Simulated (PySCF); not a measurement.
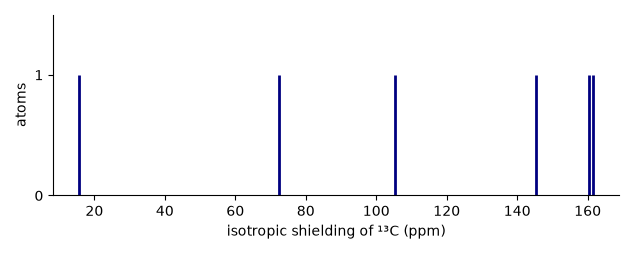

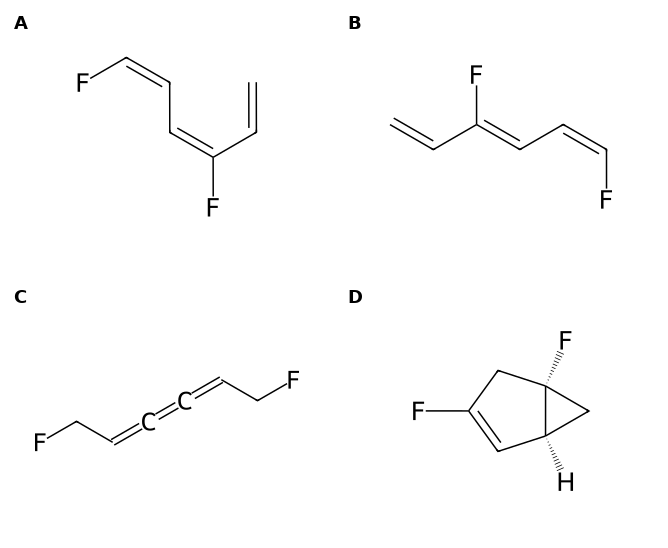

The sticks are computed shieldings of one of the molecules, for one fixed geometry (GFN2-xTB) without averaging over rotations. Low shielding means a high chemical shift. Method: GIAO PBE0/pcSseg-1 NMR shielding, non-relativistic, gas phase (PySCF 2.14.0).

**Match the spectrum to a structure.**

D, `FC1=C[C@@H]2C[C@]2(F)C1`. Its 6 C atoms give lines at 15.6, 72.4, 105.4, 145.4, 160.3, 161.6 ppm.
